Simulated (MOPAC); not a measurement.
## Geometry relaxation, with input and output: CAlClFNO (part 1 of 2)

- system: CAlClFNO
- method: PM6-D3, closed shell, dispersion D3 (MOPAC 23.2.5)

The atoms were displaced at random from an optimised geometry.

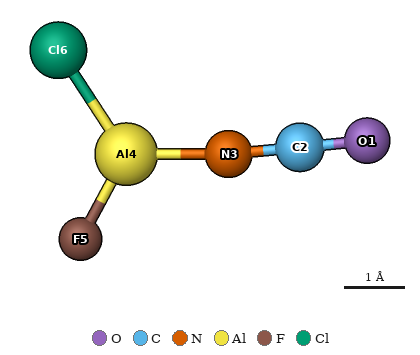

*The structure as given in the input (ball-and-stick view, seen at an oblique angle; atoms are numbered from 1 in the order of the input). Sticks mark near contacts.*

Bond lengths as drawn: Al–Cl 2.08 Å, Al–F 1.64 Å, Al–N 1.73 Å, C–N 1.21 Å and C–O 1.14 Å.

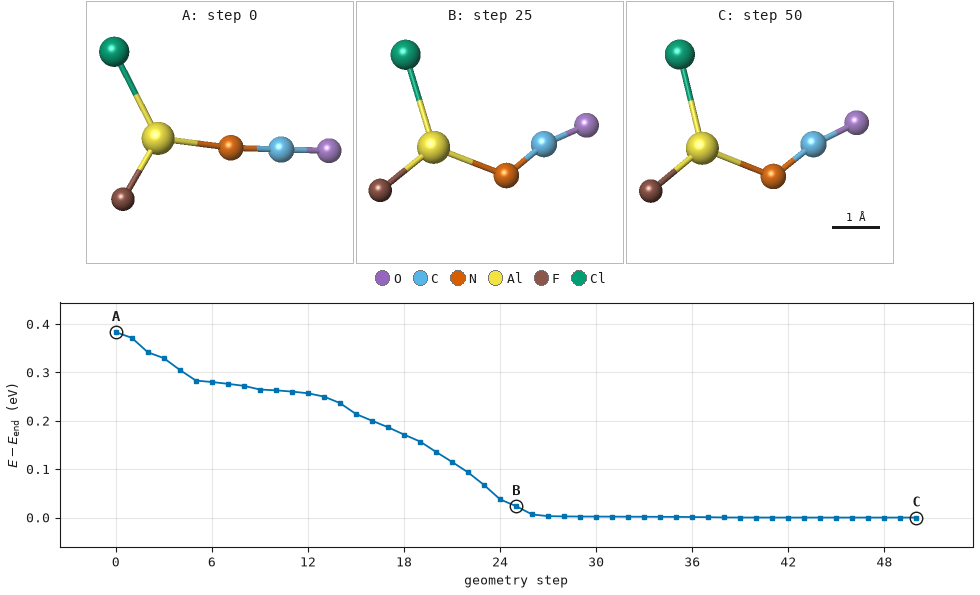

*Frames of the relaxation (ball-and-stick view, seen at a tilt) above the curves, on which the letters mark them (steps are counted from 0).*

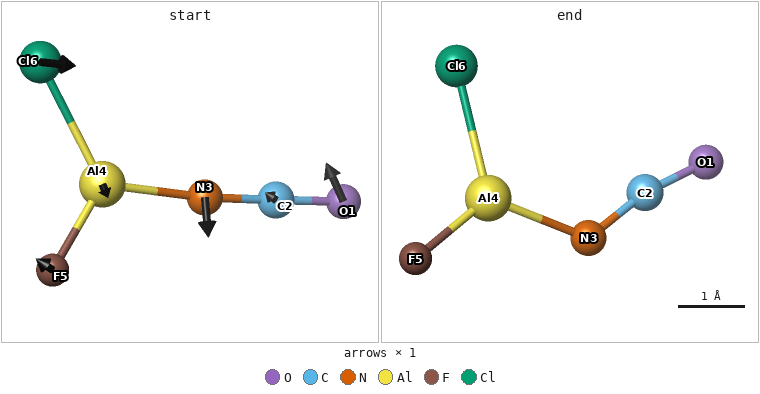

*Before (left) and after (right) the relaxation, at one scale (ball-and-stick view, seen at a tilt). The black arrows give the displacements, at true length.*

The energy falls by 0.383 eV in 50 geometry steps. Largest force component: 3.1 eV/Å at the start, 0.00016 eV/Å at the end. The largest move after the best rigid fit is that of O1, 0.66 Å. Largest moves by element: O 0.66 Å, N 0.62 Å, Cl 0.61 Å, F 0.33 Å, Al 0.23 Å, C 0.21 Å. Among the contacts that change: C2–N3 1.207 → 1.239 Å, O1–C2 1.142 → 1.172 Å, N3–Al4 1.726 → 1.756 Å, Al4–F5 1.640 → 1.612 Å. Among the angles that change: C2–N3–Al4 174.8° → 125.0°, O1–C2–N3 179.2° → 169.1°, N3–Al4–F5 119.1° → 124.2°. (Atoms are counted from 1 in the order of the input.)

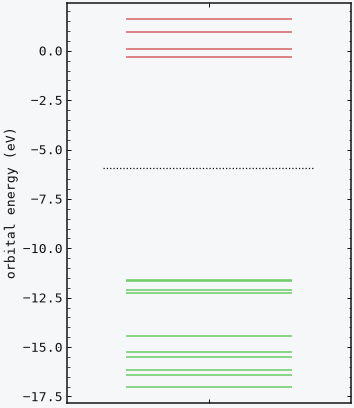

*Orbital energies near the frontier; the dotted line parts filled from empty levels, and levels within 0.02 eV of each other stand side by side.*

Highest filled −11.59 eV, lowest empty −0.29 eV, 11.30 eV apart.

These pictures come from the run below.

The input (input.mop):
```
pm6-d3 gnorm=0.01 singlet mullik ef cycles=300 disp precise aux(precision=6) threads=1
optimise of CAlClFNO

O     -1.718281 1    -0.297891 1     2.340176 1
C     -1.034323 1    -0.255458 1     1.426542 1
N     -0.324533 1    -0.202350 1     0.452235 1
Al     0.691948 1     0.029393 1    -0.923544 1
F      1.379780 1    -1.277513 1    -1.637262 1
Cl     1.048740 1     1.915510 1    -1.729684 1
```

Run as:
```bash
mopac input.mop
```

Log:
```
MOPAC v23.2.5
PM6-D3 CALCULATION RESULTS

 *  PM6-D3     - CORRECT DISPERSION USING D3 METHOD
 *  SINGLET    - SPIN STATE DEFINED AS A SINGLET
 *  PRECISE    - TIGHTER CRITERIA TO BE USED
 *  EF         - USE EF ROUTINE FOR MINIMUM SEARCH
 *  THREADS=1  - MULTI-THREADING NOT USED
 *  CYCLES=    - DO A MAXIMUM OF 300 STEPS
 *  GNORM      - EXIT WHEN GRADIENT NORM DROPS BELOW 0.010
 *  AUX        - OUTPUT AUXILIARY INFORMATION
 *  DISP       - PRINT DISPERSION AND HYDROGEN BOND ENERGIES
 *  MULLIK     - THE MULLIKEN ANALYSIS TO BE PERFORMED
pm6-d3 gnorm=0.01 singlet mullik ef cycles=300 disp precise aux(precision=6) threads=1
 optimise of CAlClFNO

   ATOM   CHEMICAL          X               Y               Z
  NUMBER   SYMBOL      (ANGSTROMS)     (ANGSTROMS)     (ANGSTROMS)

     1       O         -1.71828100  *  -0.29789100  *   2.34017600  *
     2       C         -1.03432300  *  -0.25545800  *   1.42654200  *
     3       N         -0.32453300  *  -0.20235000  *   0.45223500  *
     4      Al          0.69194800  *   0.02939300  *  -0.92354400  *
     5       F          1.37978000  *  -1.27751300  *  -1.63726200  *
     6      Cl          1.04874000  *   1.91551000  *  -1.72968400  *

          CARTESIAN COORDINATES

    NO.       ATOM           X           Y           Z

     1         O         -1.7183     -0.2979      2.3402
     2         C         -1.0343     -0.2555      1.4265
     3         N         -0.3245     -0.2024      0.4522
     4        Al          0.6919      0.0294     -0.9235
     5         F          1.3798     -1.2775     -1.6373
     6        Cl          1.0487      1.9155     -1.7297

           Empirical Formula: C N O Al F Cl  =     6 atoms

      MOLECULAR POINT GROUP   :   Cs

 SINGLET STATE CALCULATION

      RHF CALCULATION, NO. OF DOUBLY OCCUPIED LEVELS = 16

          Geometry optimization using EF

          DIAGONAL MATRIX USED AS START HESSIAN

 CYCLE:     1 TIME:   0.008 TIME LEFT:  2.00D  GRAD.:   131.690 HEAT: -176.2118
 CYCLE:     2 TIME:   0.008 TIME LEFT:  2.00D  GRAD.:   147.629 HEAT: -176.4838
 CYCLE:     3 TIME:   0.000 TIME LEFT:  2.00D  GRAD.:    86.987 HEAT: -177.1710
 CYCLE:     4 TIME:   0.008 TIME LEFT:  2.00D  GRAD.:    91.037 HEAT: -177.4518
 CYCLE:     5 TIME:   0.000 TIME LEFT:  2.00D  GRAD.:    45.310 HEAT: -178.0132
 CYCLE:     6 TIME:   0.008 TIME LEFT:  2.00D  GRAD.:    25.059 HEAT: -178.5202
 CYCLE:     7 TIME:   0.008 TIME LEFT:  2.00D  GRAD.:    19.768 HEAT: -178.5891
 CYCLE:     8 TIME:   0.000 TIME LEFT:  2.00D  GRAD.:    14.016 HEAT: -178.6750
 CYCLE:     9 TIME:   0.008 TIME LEFT:  2.00D  GRAD.:    16.597 HEAT: -178.7725
 CYCLE:    10 TIME:   0.000 TIME LEFT:  2.00D  GRAD.:    16.229 HEAT: -178.9475
 CYCLE:    11 TIME:   0.016 TIME LEFT:  2.00D  GRAD.:    15.514 HEAT: -178.9853
 CYCLE:    12 TIME:   0.000 TIME LEFT:  2.00D  GRAD.:     7.561 HEAT: -179.0454
 CYCLE:    13 TIME:   0.000 TIME LEFT:  2.00D  GRAD.:     8.349 HEAT: -179.1254
 CYCLE:    14 TIME:   0.008 TIME LEFT:  2.00D  GRAD.:    13.483 HEAT: -179.2842
 CYCLE:    15 TIME:   0.000 TIME LEFT:  2.00D  GRAD.:    25.042 HEAT: -179.5927
 CYCLE:    16 TIME:   0.008 TIME LEFT:  2.00D  GRAD.:    62.927 HEAT: -180.1157
 CYCLE:    17 TIME:   0.016 TIME LEFT:  2.00D  GRAD.:    43.735 HEAT: -180.4341
 CYCLE:    18 TIME:   0.000 TIME LEFT:  2.00D  GRAD.:    35.682 HEAT: -180.7462
 CYCLE:    19 TIME:   0.008 TIME LEFT:  2.00D  GRAD.:    18.171 HEAT: -181.0957
 CYCLE:    20 TIME:   0.000 TIME LEFT:  2.00D  GRAD.:    11.880 HEAT: -181.4265
 CYCLE:    21 TIME:   0.008 TIME LEFT:  2.00D  GRAD.:    17.751 HEAT: -181.9220
 CYCLE:    22 TIME:   0.000 TIME LEFT:  2.00D  GRAD.:    38.477 HEAT: -182.3990
 CYCLE:    23 TIME:   0.000 TIME LEFT:  2.00D  GRAD.:    60.267 HEAT: -182.8996
 CYCLE:    24 TIME:   0.008 TIME LEFT:  2.00D  GRAD.:    49.404 HEAT: -183.5015
 CYCLE:    25 TIME:   0.008 TIME LEFT:  2.00D  GRAD.:    14.810 HEAT: -184.1853
 CYCLE:    26 TIME:   0.000 TIME LEFT:  2.00D  GRAD.:    38.033 HEAT: -184.5087
 CYCLE:    27 TIME:   0.008 TIME LEFT:  2.00D  GRAD.:     8.150 HEAT: -184.9044
 CYCLE:    28 TIME:   0.000 TIME LEFT:  2.00D  GRAD.:     6.318 HEAT: -184.9846
 CYCLE:    29 TIME:   0.008 TIME LEFT:  2.00D  GRAD.:     3.860 HEAT: -184.9963
 CYCLE:    30 TIME:   0.000 TIME LEFT:  2.00D  GRAD.:     1.841 HEAT: -185.0028
 CYCLE:    31 TIME:   0.000 TIME LEFT:  2.00D  GRAD.:     1.582 HEAT: -185.0046
 CYCLE:    32 TIME:   0.008 TIME LEFT:  2.00D  GRAD.:     1.487 HEAT: -185.0077
 CYCLE:    33 TIME:   0.000 TIME LEFT:  2.00D  GRAD.:     1.693 HEAT: -185.0114
 CYCLE:    34 TIME:   0.008 TIME LEFT:  2.00D  GRAD.:     1.325 HEAT: -185.0128
 CYCLE:    35 TIME:   0.000 TIME LEFT:  2.00D  GRAD.:     1.528 HEAT: -185.0162
 CYCLE:    36 TIME:   0.008 TIME LEFT:  2.00D  GRAD.:     1.753 HEAT: -185.0191
 CYCLE:    37 TIME:   0.000 TIME LEFT:  2.00D  GRAD.:     2.546 HEAT: -185.0268
 CYCLE:    38 TIME:   0.008 TIME LEFT:  2.00D  GRAD.:     2.535 HEAT: -185.0328
 CYCLE:    39 TIME:   0.000 TIME LEFT:  2.00D  GRAD.:     4.721 HEAT: -185.0464
 CYCLE:    40 TIME:   0.008 TIME LEFT:  2.00D  GRAD.:     1.658 HEAT: -185.0492
 CYCLE:    41 TIME:   0.000 TIME LEFT:  2.00D  GRAD.:     2.925 HEAT: -185.0499
 CYCLE:    42 TIME:   0.008 TIME LEFT:  2.00D  GRAD.:     0.643 HEAT: -185.0511
 CYCLE:    43 TIME:   0.000 TIME LEFT:  2.00D  GRAD.:     0.279 HEAT: -185.0512
 CYCLE:    44 TIME:   0.008 TIME LEFT:  2.00D  GRAD.:     0.256 HEAT: -185.0514
 CYCLE:    45 TIME:   0.000 TIME LEFT:  2.00D  GRAD.:     0.134 HEAT: -185.0514
 CYCLE:    46 TIME:   0.000 TIME LEFT:  2.00D  GRAD.:     0.053 HEAT: -185.0514
 CYCLE:    47 TIME:   0.008 TIME LEFT:  2.00D  GRAD.:     0.026 HEAT: -185.0514
 CYCLE:    48 TIME:   0.000 TIME LEFT:  2.00D  GRAD.:     0.080 HEAT: -185.0514
 CYCLE:    49 TIME:   0.008 TIME LEFT:  2.00D  GRAD.:     0.012 HEAT: -185.0514
 CYCLE:    50 TIME:   0.000 TIME LEFT:  2.00D  GRAD.:     0.026 HEAT: -185.0514
 CYCLE:    51 TIME:   0.008 TIME LEFT:  2.00D  GRAD.:     0.007 HEAT: -185.0514

     GRADIENT =  0.00733 IS LESS THAN CUTOFF =  0.01000

 -------------------------------------------------------------------------------
 pm6-d3 gnorm=0.01 singlet mullik ef cycles=300 disp precise aux(precision=6) threads=1
 optimise of CAlClFNO

     GEOMETRY OPTIMISED USING EIGENVECTOR FOLLOWING (EF).
     SCF FIELD WAS ACHIEVED

                              PM6-D3 CALCULATION

          FINAL HEAT OF FORMATION =       -185.05141 KCAL/MOL =    -774.25511 KJ/MOL

          TOTAL ENERGY            =     -31703.68368 KCAL/MOL = ELECTRONIC ENERGY + CORE-CORE REPULSION
          ENERGY OF ATOMS         =      31519.75339 KCAL/MOL
                              SUM =       -183.93029 KCAL/MOL
          DISPERSION ENERGY       =         -1.12112 KCAL/MOL
                              SUM =       -185.05141 KCAL/MOL = FINAL HEAT OF FORMATION

          TOTAL ENERGY            =      -1374.80184 EV
          ELECTRONIC ENERGY       =      -3369.42862 EV
          CORE-CORE REPULSION     =       1994.62677 EV
          COSMO AREA              =        131.95 SQUARE ANGSTROMS
          COSMO VOLUME            =        120.45 CUBIC ANGSTROMS

          GRADIENT NORM           =          0.00733          =       0.00299 PER ATOM
          IONIZATION POTENTIAL    =         11.591996 EV
          HOMO LUMO ENERGIES (EV) =        -11.592 -0.295
          NO. OF FILLED LEVELS    =         16
          MOLECULAR WEIGHT        =        123.4500         POINT GROUP:  Cs

          MOLECULAR DIMENSIONS (Angstroms)

            Atom       Atom       Distance
            F     5    O     1     5.27085
           Cl     6    N     3     3.11120
            F     5    N     3     0.00024

          SCF CALCULATIONS        =         61

          WALL-CLOCK TIME         =      0.234 SECONDS
          COMPUTATION TIME        =      0.177 SECONDS

   ATOM   CHEMICAL          X               Y               Z
  NUMBER   SYMBOL      (ANGSTROMS)     (ANGSTROMS)     (ANGSTROMS)

     1       O         -1.59812758  *   0.35630896  *   2.07432886  *
     2       C         -0.92205317  *  -0.10828857  *   1.23685913  *
     3       N         -0.26207257  *  -0.80560255  *   0.45313273  *
     4      Al          0.68270850  *  -0.19028707  *  -0.89270597  *
     5       F          1.53416550  *  -1.11686925  *  -1.90063948  *
     6      Cl          0.75846168  *   1.84359667  *  -1.27535351  *

                             CARTESIAN COORDINATES

   1    O       -1.598127578     0.356308959     2.074328864
   2    C       -0.922053170    -0.108288570     1.236859133
   3    N       -0.262072574    -0.805602547     0.453132729
   4   Al        0.682708496    -0.190287069    -0.892705971
   5    F        1.534165497    -1.116869254    -1.900639475
   6   Cl        0.758461682     1.843596669    -1.275353510

           Empirical Formula: C N O Al F Cl  =     6 atoms

      MOLECULAR POINT GROUP   :   Cs
```
